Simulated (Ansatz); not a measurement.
# C₂H₆F₂O₂Si: small, medium and large basis sets

Aim: see how fast density functionals converge with the basis set for C₂H₆F₂O₂Si.

Program: Ansatz 0.2.0, Gaussian basis. Level of theory: one geometry, several basis sets. These are calculated values, not measurements.

Levels to be run: PBE0-D4/def2-SVP; ωB97M-V/def2-SVP; PBE0-D4/def2-QZVPP; ωB97M-V/def2-QZVPP; the functionals' def2-TZVPP values are taken from earlier runs.

**1. The geometry**

The geometry comes from an earlier relaxation with PBE0-D4 in a triple-zeta def2 set; it is a stationary point, not always the lowest conformer.

SMILES `CO[Si](F)(F)OC`, 13 atoms, charge 0, spin multiplicity 1.

Atoms are counted from 1 here; the program's logs count them from 0.

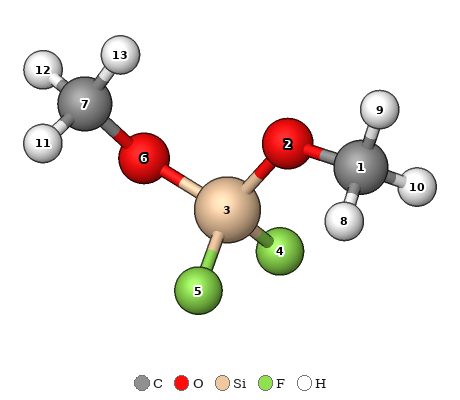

The geometry (carbon grey, oxygen red, silicon light orange, fluorine green, hydrogen white); atoms are numbered from 1 in the order of the file.

**2. PBE0-D4 in def2-SVP**

The input, in.yaml:

```yaml
crystal:
  periodic: [false, false, false]
  atoms:
    - {symbol: C, position_ang: [-1.896929, -0.228570, 1.274498]}
    - {symbol: O, position_ang: [-0.985949, -0.085980, 0.201910]}
    - {symbol: Si, position_ang: [0.282316, 0.903168, 0.152745]}
    - {symbol: F, position_ang: [-0.150570, 2.418210, 0.109645]}
    - {symbol: F, position_ang: [1.125487, 0.732822, 1.484161]}
    - {symbol: O, position_ang: [1.162127, 0.617143, -1.155130]}
    - {symbol: C, position_ang: [1.632242, -0.646086, -1.583132]}
    - {symbol: H, position_ang: [-1.373295, -0.387298, 2.221429]}
    - {symbol: H, position_ang: [-2.524635, -1.095888, 1.068823]}
    - {symbol: H, position_ang: [-2.534924, 0.655063, 1.361858]}
    - {symbol: H, position_ang: [2.422408, -1.011662, -0.921387]}
    - {symbol: H, position_ang: [2.041008, -0.527186, -2.586659]}
    - {symbol: H, position_ang: [0.821215, -1.378634, -1.613861]}
basis:
  gaussian: {orbitals: def2-SVP}
hamiltonian: {xc: pbe0, dispersion: d4}
output: {orbitals: {seedname: orbitals}}
```

Launch:

```
$ ansatz run in.yaml --threads 4 --pin off --events-out ev --progress --plain --max-ram 11315MiB
```

Log:

```text
Functional definition: PBE0
  name "PBE0"
  cite "Adamo & Barone, J. Chem. Phys. 110, 6158 (1999) doi:10.1063/1.478522"
  cite "Perdew, Burke & Ernzerhof, Phys. Rev. Lett. 77, 3865 (1996) doi:10.1103/PhysRevLett.77.3865"
  parent pbe
  parameter a = 0.25
  parameter kappa = 0.804
  parameter beta = 0.06672455060314922
  exchange = (1 - a)*pbe_x(kappa = kappa, mu = beta*pi^2/3) + a*exact_x
  correlation = pbe_c(beta = beta)
1442 factors; their error is unknown
mean field evaluation 1: about -19547.8594 eV, gradient 6.5e1 eV
mean field evaluation 2: about -19543.8077 eV, gradient 8.2e1 eV
mean field evaluation 4: about -19555.5137 eV, gradient 2.6e0 eV
mean field evaluation 8: about -19555.5261 eV, gradient 1.9e-2 eV
mean field -19555.58403206 eV, -718.6544579272 hartree, gradient 8.2e-5 eV, S^2 0.000000; 0 other end points of the search recorded, 0 dependent functions left out
reference -19555.58406119 eV, -718.6544589978 hartree; 33, 33 occupied and 99, 99 virtual orbitals, 1442 factors
Total energy: -19555.81837895 eV, -718.6630700165 hartree
```

Wall time 1.8 s (4 threads of Arm Neoverse V1, shared host); peak memory 0.35 GiB.

**3. ωB97M-V in def2-SVP**

Edit in.yaml of step 2 so:

```diff
@@ -18,3 +18,3 @@
   gaussian: {orbitals: def2-SVP}
-hamiltonian: {xc: pbe0, dispersion: d4}
+hamiltonian: {xc: {name: wB97M-V}}
 output: {orbitals: {seedname: orbitals}}
```

The command is unchanged.

Log, shortened:

```text
Functional definition: wB97M-V
  name "wB97M-V"
  cite "Mardirossian & Head-Gordon, J. Chem. Phys. 144, 214110 (2016) doi:10.1063/1.4952647"
  cite "Becke, J. Chem. Phys. 107, 8554 (1997) doi:10.1063/1.475007"
  cite "Vydrov & Van Voorhis, J. Chem. Phys. 133, 244103 (2010) doi:10.1063/1.3521275"
  # Of w^i u^j: cxij and so on, Table III.
[...]
  gx(w, u) = 1 - cx + cx01*u + cx10*w
  gss(w, u) = css00 + css04*u^4 + css10*w + css20*w^2 + css43*w^4*u^3
  gos(w, u) = cos00 + cos10*w + (cos20 + cos21*u)*w^2 + (cos60 + cos61*u)*w^6
[...]
      + integral(e_c_pw_mod_opposite_spin*gos(b97_w_opposite, b97_u_opposite)) + vv10(b, c)
1442 factors; their error is unknown
338 factors; integrals over basis functions are off by at most 7.3e-6 eV
[...]
mean field -19566.80873622 eV, -719.0669581969 hartree, gradient 4.5e-5 eV, S^2 0.000000; 0 other end points of the search recorded, 0 dependent functions left out
reference -19566.80878123 eV, -719.0669598509 hartree; 33, 33 occupied and 99, 99 virtual orbitals, 1442 factors
Total energy: -19566.80878123 eV, -719.0669598509 hartree
```

Wall time 7 s (4 threads of Arm Neoverse V1, shared host); peak memory 0.47 GiB.

**4. PBE0-D4 in def2-QZVPP**

Edit in.yaml of step 3 so:

```diff
@@ -17,4 +17,4 @@
 basis:
-  gaussian: {orbitals: def2-SVP}
-hamiltonian: {xc: {name: wB97M-V}}
+  gaussian: {orbitals: "def2-QZVPP.json"}
+hamiltonian: {xc: pbe0, dispersion: d4}
 output: {orbitals: {seedname: orbitals}}
```

Launched as before.

Log:

```text
Functional definition: PBE0
  name "PBE0"
  cite "Adamo & Barone, J. Chem. Phys. 110, 6158 (1999) doi:10.1063/1.478522"
  cite "Perdew, Burke & Ernzerhof, Phys. Rev. Lett. 77, 3865 (1996) doi:10.1103/PhysRevLett.77.3865"
  parent pbe
  parameter a = 0.25
  parameter kappa = 0.804
  parameter beta = 0.06672455060314922
  exchange = (1 - a)*pbe_x(kappa = kappa, mu = beta*pi^2/3) + a*exact_x
  correlation = pbe_c(beta = beta)
1833 factors; their error is unknown
mean field evaluation 1: about -19563.7583 eV, gradient 7.9e1 eV
mean field evaluation 2: about -19556.5121 eV, gradient 1.0e2 eV
mean field evaluation 4: about -19574.1340 eV, gradient 4.1e0 eV
mean field evaluation 8: about -19574.1680 eV, gradient 4.0e-1 eV
mean field evaluation 16: about -19574.1681 eV, gradient 8.9e-5 eV
mean field -19574.16812584 eV, -719.3374107768 hartree, gradient 1.7e-5 eV, S^2 0.000000; 0 other end points of the search recorded, 0 dependent functions left out
reference -19574.16816943 eV, -719.3374123788 hartree; 33, 33 occupied and 559, 559 virtual orbitals, 1833 factors
Total energy: -19574.40248718 eV, -719.3460233975 hartree
```

Run time: 17 s. Hardware: 4 threads of Arm Neoverse V1, shared host; peak memory 2.6 GiB.

**5. ωB97M-V in def2-QZVPP**

Edit in.yaml of step 4 so:

```diff
@@ -18,3 +18,3 @@
   gaussian: {orbitals: "def2-QZVPP.json"}
-hamiltonian: {xc: pbe0, dispersion: d4}
+hamiltonian: {xc: {name: wB97M-V}}
 output: {orbitals: {seedname: orbitals}}
```

Launched as before.

Log, shortened:

```text
Functional definition: wB97M-V
  name "wB97M-V"
  cite "Mardirossian & Head-Gordon, J. Chem. Phys. 144, 214110 (2016) doi:10.1063/1.4952647"
  cite "Becke, J. Chem. Phys. 107, 8554 (1997) doi:10.1063/1.475007"
  cite "Vydrov & Van Voorhis, J. Chem. Phys. 133, 244103 (2010) doi:10.1063/1.3521275"
  # Of w^i u^j: cxij and so on, Table III.
[...]
  gx(w, u) = 1 - cx + cx01*u + cx10*w
  gss(w, u) = css00 + css04*u^4 + css10*w + css20*w^2 + css43*w^4*u^3
  gos(w, u) = cos00 + cos10*w + (cos20 + cos21*u)*w^2 + (cos60 + cos61*u)*w^6
[...]
      + integral(e_c_pw_mod_opposite_spin*gos(b97_w_opposite, b97_u_opposite)) + vv10(b, c)
1813 factors; their error is unknown
432 factors; integrals over basis functions are off by at most 6.9e-6 eV
[...]
mean field -19585.68624780 eV, -719.7606939517 hartree, gradient 3.6e-5 eV, S^2 0.000000; 0 other end points of the search recorded, 0 dependent functions left out
reference -19585.68631664 eV, -719.7606964814 hartree; 33, 33 occupied and 559, 559 virtual orbitals, 1813 factors
Total energy: -19585.68631664 eV, -719.7606964814 hartree
```

It took 36 s on 4 threads of Arm Neoverse V1, shared host; peak memory 2.9 GiB.

**6. Functionals by basis**

The def2-TZVPP values come from earlier runs at the same geometry.

```
functional       basis  functions  energy (eV)  from the largest (eV)  HOMO (eV)  LUMO (eV)
   PBE0-D4    def2-SVP        132  -19555.8184                 18.584      -8.75       1.44
   PBE0-D4  def2-TZVPP        312  -19573.4380                  0.964      -8.88       0.97
   PBE0-D4  def2-QZVPP        592  -19574.4025                  0.000      -8.91       0.49
   ωB97M-V    def2-SVP        132  -19566.8088                 18.878     -11.16       3.17
   ωB97M-V  def2-TZVPP        312  -19584.7758                  0.911     -11.30       2.55
   ωB97M-V  def2-QZVPP        592  -19585.6863                  0.000     -11.34       1.69
```

**7. Results**

| quantity | value |
| --- | --- |
| PBE0-D4: double and triple zeta above quadruple | 18.58, 0.96 eV |
| ωB97M-V: double and triple zeta above quadruple | 18.88, 0.91 eV |

What this shows: PBE0-D4 gains 17.62 eV from double to triple zeta, then 0.96 eV more. Total energies overstate the basis error of differences, where much of it tends to cancel. The LUMO of ωB97M-V is positive and keeps falling with the basis (3.17 to 1.69 eV): an unbound level that the basis holds in place.

For PBE0-D4 the largest set took about 9 times as long as the smallest (17 s against 1.8 s).
